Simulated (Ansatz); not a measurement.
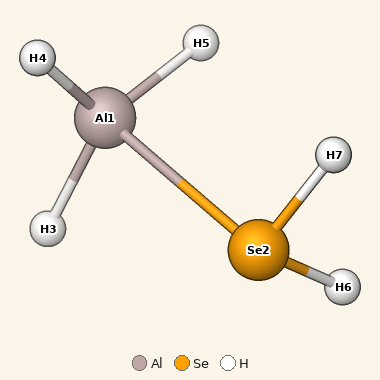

The system is AlH₅Se, SMILES [AlH3-][SeH2+]; the picture shows the reference structure. The first coordinate is: umbrella angle at Se2 (between each of its bonds and their common axis; 90 is planar); the second: change of the bonds Se2–Al1, Se2–H6, Se2–H7, all alike. Nothing is relaxed (all other coordinates rigid). Grid: 15 × 15 points. Points are written as (first, second). Energies are in kJ/mol, from the relaxed molecule at the same level. All numbers below come from RHF/def2-TZVP in Ansatz.

Its coordinates:

```xyz
7

Al   -0.7904   -0.6270   -0.7015
Se    0.8605    0.3735    1.3359
H    -0.1615   -2.0837   -0.6931
H    -2.1486   -0.3675    0.0766
H    -0.3694    0.3778   -1.8550
H     2.1085    0.4686    0.5947
H     0.5621    1.7904    1.1967
```

Range: umbrella angle at Se2 (between each of its bonds and their common axis; 90 is planar) from 48.1 to 131.9°; change of the bonds Se2–Al1, Se2–H6, Se2–H7, all alike from −0.210 to 0.324 Å.

Question: What landscape does the calculation give?

Answer: The lowest grid point is at (119.9°, 0.019 Å), 0.9 kJ/mol from the relaxed molecule at the same level. There is a further well near (60.1°, 0.019 Å) (2.3 kJ/mol above the lowest at that grid point). The highest grid point, (90.0°, 0.324 Å), lies 219 kJ/mol above the lowest. On the interpolated surface the easiest way out of the lowest well to the well at about (60°, 0.00 Å) passes a barrier of about 59 kJ/mol. Round the minimum the two coordinates are weakly coupled (coupling −0.07 in units of the two stiffnesses).

```tsv
second ↓, first →	48.1	54.1	60.1	66.1	72.0	78.0	84.0	90.0	96.0	102.0	108.0	113.9	119.9	125.9	131.9
0.324	177	164	163	171	185	202	215	219	214	200	183	169	162	163	176
0.286	150	136	134	142	156	173	186	191	185	171	154	140	132	135	148
0.248	123	109	106	114	129	146	160	164	158	144	127	112	105	107	122
0.210	99	84	81	89	103	121	134	139	133	119	101	87	79	82	98
0.171	77	61	57	65	80	97	111	116	110	95	77	63	55	59	76
0.133	59	41	37	45	60	77	91	96	90	75	57	42	35	40	57
0.095	44	26	21	28	43	61	75	80	73	58	40	26	19	24	43
0.057	35	15	9	16	31	49	63	68	61	46	28	14	7	13	33
0.019	30	9	3	10	24	42	56	60	54	39	21	7	1	7	28
−0.019	33	10	3	9	24	41	55	60	53	38	21	6	1	8	31
−0.057	43	19	11	17	31	48	61	66	60	45	27	14	9	17	41
−0.095	63	37	28	33	47	64	77	82	75	61	43	30	26	35	60
−0.133	94	67	57	61	74	90	103	108	102	87	70	57	54	64	91
−0.171	138	109	98	101	113	129	142	147	141	126	110	98	95	106	135
−0.210	200	169	157	159	170	186	198	202	196	183	167	155	153	166	197
```

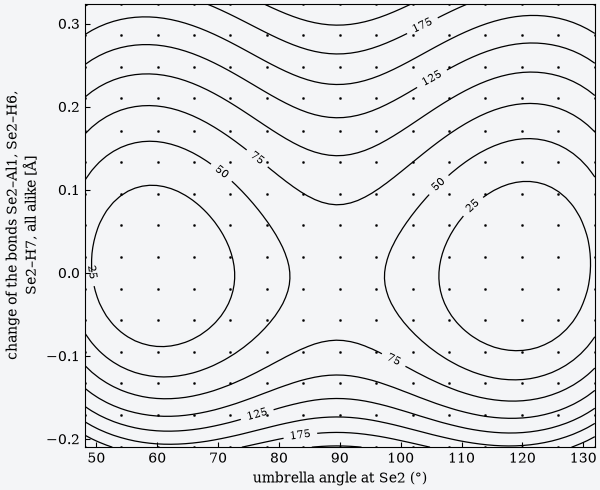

In the figure: contour lines labelled in kJ/mol, dots at the grid points. Between grid points the surface is interpolated.

The whole map (225 points run) took 7.1 min on 1 thread of Arm Neoverse V2, with other jobs on the host.
